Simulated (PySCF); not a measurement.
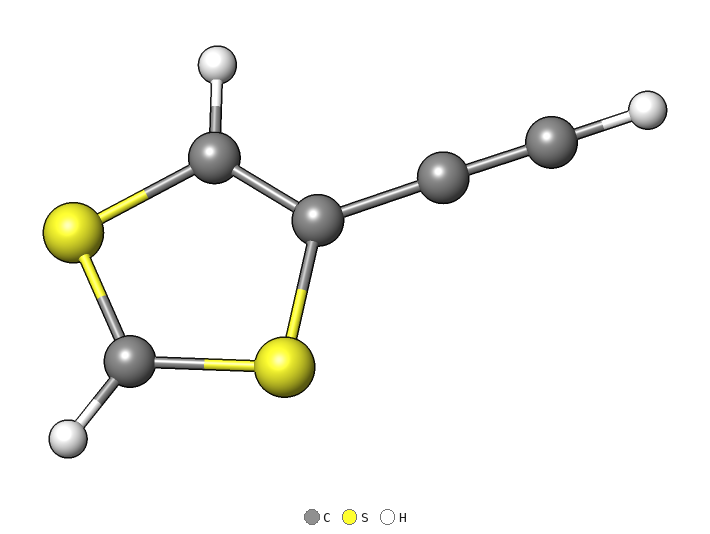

A ball-and-stick model of a molecule. Every bond is drawn as one stick, whatever its order.

State: charge +1, singlet.

Give the formula.

Answer. C₅H₃S₂⁺, 10 atoms: 5 carbon, 3 hydrogen and 2 sulfur.

Count the bonded pairs by element.

Answer. 4 C–S, 3 C–C, 3 C–H.

The parts below concern this one geometry. Atoms keep their numbers from picture to picture. The computed structure is the end point of a PBE0-D3(BJ)/def2-SVP optimisation. No frequency run is at hand to confirm it as a minimum.

### Geometry

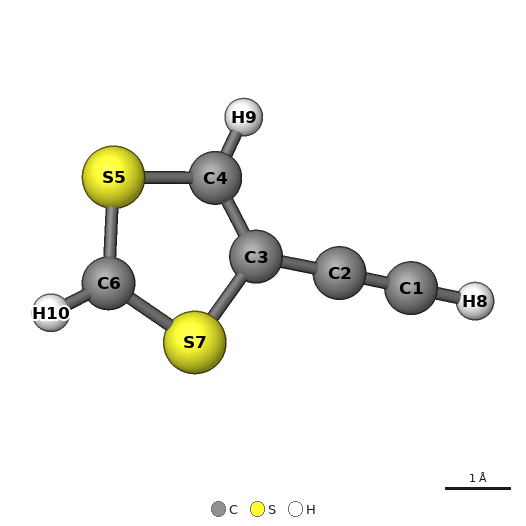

Atoms carry their numbers in the input. No frequency run is at hand to confirm it as a minimum.

Estimate the angles C2–C1–H8, C1–C2–C3, C2–C3–C4, C2–C3–S7, C4–C3–S7, C3–C4–S5, C3–C4–H9, S5–C4–H9, C4–S5–C6, S5–C6–S7, S5–C6–H10, S7–C6–H10, C3–S7–C6.

```csv
angle,degrees
C2–C1–H8,179.6
C1–C2–C3,179.3
C2–C3–C4,126.8
C2–C3–S7,119.0
C4–C3–S7,114.2
C3–C4–S5,116.6
C3–C4–H9,124.3
S5–C4–H9,119.1
C4–S5–C6,96.1
S5–C6–S7,117.3
S5–C6–H10,121.3
S7–C6–H10,121.4
C3–S7–C6,95.9
```

### Levels of theory compared

No frequency run is at hand to confirm it as a minimum. Program: PySCF 2.14.0.

At this fixed geometry, give HOMO–LUMO gap (eV) at these levels: B3LYP/def2-SVPD; B3LYP/def2-SVPD in benzene (IEF-PCM); B3LYP/def2-SVPD in dichloromethane (IEF-PCM); BHandHLYP/aug-pcX-1 (pcseg-1 on H) (def2-SVPD on S); PBE0/pcSseg-1 in benzene (IEF-PCM); PBE0/pcSseg-1 in dichloromethane (IEF-PCM).

```json
{"level": "B3LYP/def2-SVPD", "HOMO–LUMO gap (eV)": "4.08"}
{"level": "B3LYP/def2-SVPD in benzene (IEF-PCM)", "HOMO–LUMO gap (eV)": "4.22"}
{"level": "B3LYP/def2-SVPD in dichloromethane (IEF-PCM)", "HOMO–LUMO gap (eV)": "4.35"}
{"level": "BHandHLYP/aug-pcX-1 (pcseg-1 on H) (def2-SVPD on S)", "HOMO–LUMO gap (eV)": "6.17"}
{"level": "PBE0/pcSseg-1 in benzene (IEF-PCM)", "HOMO–LUMO gap (eV)": "4.58"}
{"level": "PBE0/pcSseg-1 in dichloromethane (IEF-PCM)", "HOMO–LUMO gap (eV)": "4.73"}
```

### Excitation

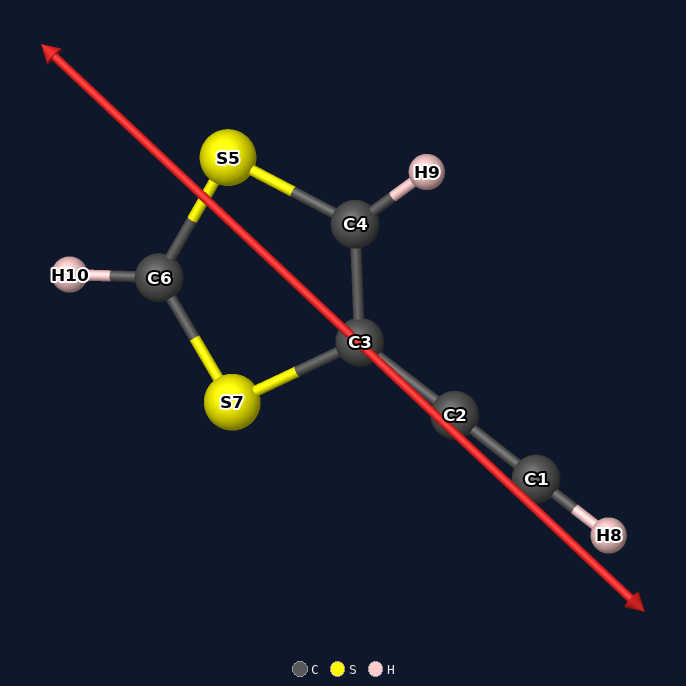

The double arrow shows the direction of the transition dipole to excited singlet state 4 (its length means nothing). No frequency run is at hand to confirm it as a minimum. Level of theory: TDDFT B3LYP/def2-SVPD, vertical, gas phase, core orbitals frozen in the response (PySCF 2.14.0).

How is the transition polarised?

Answer. In the molecular plane, nearly parallel to the C1–C2 bond.

Where does the transition lie, and how strong is it?

Answer. 4.94 eV (251 nm), oscillator strength 0.11, mainly HOMO → LUMO+1 (weight 0.79); transition dipole 2.37 D.

### Ring current

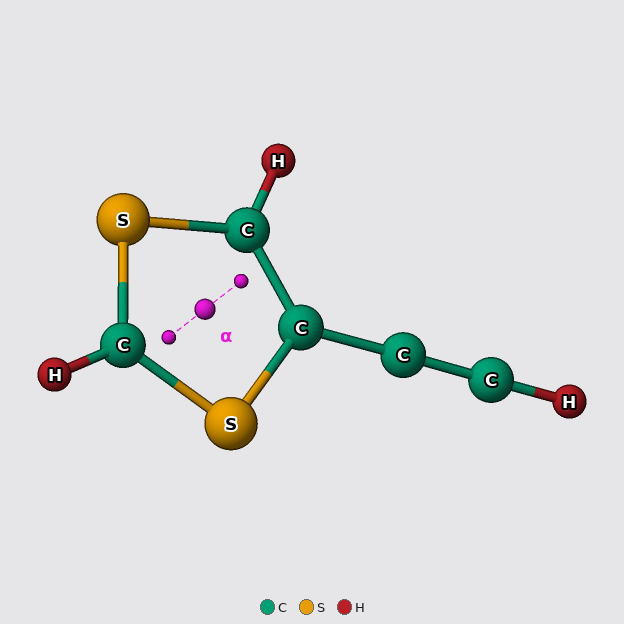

The small points mark where nucleus-independent chemical shifts (NICS) were computed: at the centre of each lettered ring and 1 Å above and below it. No frequency run is at hand to confirm it as a minimum. Level of theory: GIAO PBE0/pcSseg-1 NMR shielding, non-relativistic, IEF-PCM benzene (PySCF 2.14.0).

Give NICS(0), NICS(1) and the out-of-plane component NICS(1)zz for each ring (means of the two sides).

```csv
ring,members,NICS(0),NICS(1),NICS(1)zz
α,C3S2,−12.8,−11.9,−25.9
```

Values in ppm.

What do the values say about the ring currents?

Answer. Ring α: diatropic, as in an aromatic ring. NICS is one index among several.
